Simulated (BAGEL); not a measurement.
# GeHSBr (SMILES [SH][Ge][Br]) at HF/3-21G (density fitting with qzvpp-jkfit)

What is the vertical ionisation energy of GeHSBr at HF/3-21G (density fitting with qzvpp-jkfit)? 

The results are computed with BAGEL 1.2.2.

## Step 1: The structure to begin with

GeHSBr has 4 atoms, charge 0, and is taken as a singlet. As SMILES, `[SH][Ge][Br]`. The coordinates come from a PBE0-D4/def2-TZVP relaxation.

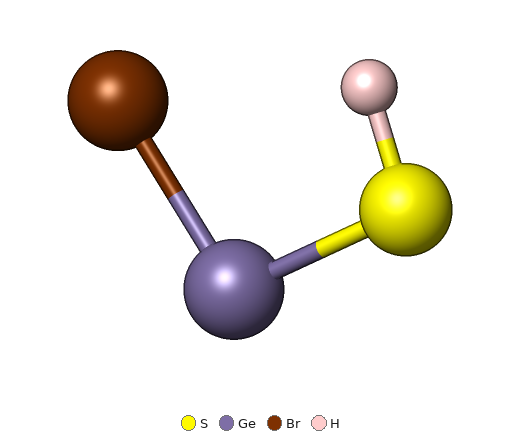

The structure, seen from a chosen angle (sulfur yellow, germanium purple, bromine brown, hydrogen pink).

## Step 2: The energy at HF/3-21G (density fitting with qzvpp-jkfit)

job.json reads:

```json
{ "bagel": [

{
  "title": "molecule",
  "basis": "3-21g",
  "df_basis": "qzvpp-jkfit",
  "angstrom": true,
  "geometry": [
    { "atom": "S", "xyz": [   -0.495400,    1.211900,   -0.684400 ] },
    { "atom": "Ge", "xyz": [   -0.978400,   -0.944300,   -0.333500 ] },
    { "atom": "Br", "xyz": [    0.876000,   -1.561800,    0.985300 ] },
    { "atom": "H", "xyz": [    0.653300,    1.234000,    0.012300 ] }
  ]
},
{ "title": "hf", "charge": 0 },
{ "title": "print", "file": "orbitals.molden", "orbitals": true }

]}
```

On the command line:

```sh
$ BAGEL_NUM_THREADS=1 BAGEL job.json > job.out
```

Standard output:

```text
* using 1 threads per process

  ===============================================================
  ===============================================================

  *** Geometry ***

  { "atom" : "S", "xyz" : [     -0.936170,      2.290159,     -1.293329 ] },
  { "atom" : "Ge", "xyz" : [     -1.848908,     -1.784468,     -0.630224 ] },
  { "atom" : "Br", "xyz" : [      1.655400,     -2.951374,      1.861947 ] },
  { "atom" : "H", "xyz" : [      1.234558,      2.331922,      0.023244 ] },

  Number of auxiliary basis functions:      678

  Since a DF basis is specified, we compute 2- and 3-index integrals:
    o Being stored without compression. Storage requirement is 0.019 GB

  Number of basis functions:       59
  Number of electrons      :       84

    * METHOD: MOLECULE                             0.31

  *** RHF ***

  === Nuclear Repulsion ===
   475.4623652940

      * DIIS with orbital gradients will be used.

  === RHF iteration (3-21g) ===
      0      -5021.52183307          0.00814239           0.09
      1      -5021.57359204          0.00317067           0.09
      2      -5021.58099043          0.00050472           0.09
      3      -5021.58145290          0.00018030           0.09
      4      -5021.58151435          0.00007110           0.09
      5      -5021.58152386          0.00001985           0.09
      6      -5021.58152452          0.00000505           0.09
      7      -5021.58152457          0.00000128           0.09
      8      -5021.58152457          0.00000037           0.09
      9      -5021.58152457          0.00000017           0.09
     10      -5021.58152457          0.00000005           0.09
     11      -5021.58152457          0.00000002           0.09
     12      -5021.58152457          0.00000001           0.09
    * SCF iteration converged.

    * Permanent dipole moment:
           (    0.387306,     0.325029,     0.138904) a.u.

    * METHOD: HF                                   1.40

    * METHOD: PRINT                                0.01

  ===============================================================
```

Run time: 1.9 s. Hardware: 1 thread of Arm Neoverse V2, shared host; peak memory 0.13 GiB.

## Step 3: The doublet cation at the same level

input.json reads:

```json
{ "bagel": [

{
  "title": "molecule",
  "basis": "3-21g",
  "df_basis": "qzvpp-jkfit",
  "angstrom": "true",
  "geometry": [
    { "atom": "S", "xyz": [   -0.495400,    1.211900,   -0.684400 ] },
    { "atom": "Ge", "xyz": [   -0.978400,   -0.944300,   -0.333500 ] },
    { "atom": "Br", "xyz": [    0.876000,   -1.561800,    0.985300 ] },
    { "atom": "H", "xyz": [    0.653300,    1.234000,    0.012300 ] }
  ]
},
{
  "title": "uhf",
  "charge": 1,
  "nopen": 1
},
{
  "title": "print",
  "file": "orbitals.molden",
  "orbitals": "true"
}

]}
```

On the command line:

```sh
$ BAGEL_NUM_THREADS=1 BAGEL input.json > input.out
```

Standard output:

```text
* using 1 threads per process

  ===============================================================
  ===============================================================

  *** Geometry ***

  { "atom" : "S", "xyz" : [     -0.936170,      2.290159,     -1.293329 ] },
  { "atom" : "Ge", "xyz" : [     -1.848908,     -1.784468,     -0.630224 ] },
  { "atom" : "Br", "xyz" : [      1.655400,     -2.951374,      1.861947 ] },
  { "atom" : "H", "xyz" : [      1.234558,      2.331922,      0.023244 ] },

  Number of auxiliary basis functions:      678

  Since a DF basis is specified, we compute 2- and 3-index integrals:
    o Being stored without compression. Storage requirement is 0.019 GB

  Number of basis functions:       59
  Number of electrons      :       84

    * METHOD: MOLECULE                             0.32

  *** Open-shell HF ***

  === Nuclear Repulsion ===
   475.4623652940

      * DIIS with orbital gradients will be used.

  === UHF iteration (3-21g) ===
      0      -5021.13268833          0.01964974           0.18
      1      -5021.22158222          0.01079598           0.18
      2      -5021.23920114          0.00488522           0.18
      3      -5021.24441027          0.00070373           0.18
      4      -5021.24497885          0.00025829           0.18
      5      -5021.24506378          0.00012461           0.18
      6      -5021.24509148          0.00009473           0.19
      7      -5021.24510809          0.00007098           0.18
      8      -5021.24513348          0.00003783           0.18
      9      -5021.24514144          0.00001639           0.19
     10      -5021.24514313          0.00000911           0.19
     11      -5021.24514344          0.00000538           0.19
     12      -5021.24514354          0.00000381           0.19
     13      -5021.24514358          0.00000219           0.19
     14      -5021.24514359          0.00000111           0.19
     15      -5021.24514359          0.00000059           0.19
     16      -5021.24514359          0.00000024           0.19
     17      -5021.24514359          0.00000014           0.19
     18      -5021.24514359          0.00000007           0.19
     19      -5021.24514359          0.00000005           0.18
     20      -5021.24514359          0.00000004           0.18
     21      -5021.24514359          0.00000003           0.19
     22      -5021.24514359          0.00000002           0.19
     23      -5021.24514359          0.00000001           0.18
     24      -5021.24514359          0.00000001           0.18
     25      -5021.24514359          0.00000001           0.18
    * SCF iteration converged.

    * S^2 (UHF) is 0.7778

    * Permanent dipole moment:
           (    1.132923,     0.073289,     0.670290) a.u.

    * METHOD: UHF                                  5.02

    * METHOD: PRINT                                0.01

  ===============================================================
```

It took 5.7 s on 1 thread of Arm Neoverse V2, shared host; peak memory 0.13 GiB.

## Step 4: Summary of results

At HF/3-21G (density fitting with qzvpp-jkfit):

| quantity | value |
| --- | --- |
| singlet GeHSBr: total energy | -5021.58152 Eh |
| singlet GeHSBr: dipole moment | 1.33 D |
| singlet GeHSBr: HOMO energy | -9.84 eV |
| singlet GeHSBr: LUMO energy | -0.18 eV |
| singlet GeHSBr: HOMO–LUMO gap | 9.66 eV |
| doublet cation: total energy | -5021.24514 Eh |
| doublet cation: ⟨S²⟩ | 0.778 |
| vertical ionisation energy (to the doublet cation) | 9.153 eV |

In words: The vertical ionisation energy comes to 9.15 eV (211 kcal/mol). −ε(HOMO) before ionisation, 9.84 eV, is 0.68 eV above this ionisation energy.
